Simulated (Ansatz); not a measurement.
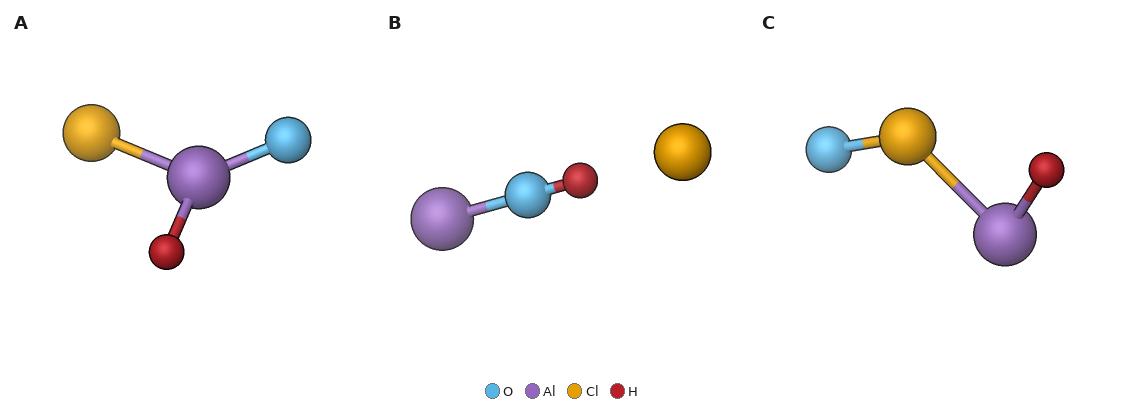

3 stationary structures of one formula. Charge −1, singlet. Geometries: PBE0-D4/def2-TZVPD. Electronic energies: B3LYP-D4/def2-TZVPPD (Ansatz 0.2.0), without zero-point energy. No frequency run is at hand to confirm each as a minimum.

Which is lowest in energy, and by how much?

Answer. A is lowest (Cs); B lies 5.5 kcal/mol above it (C∞v), C lies 123.0 kcal/mol above it (Cs).
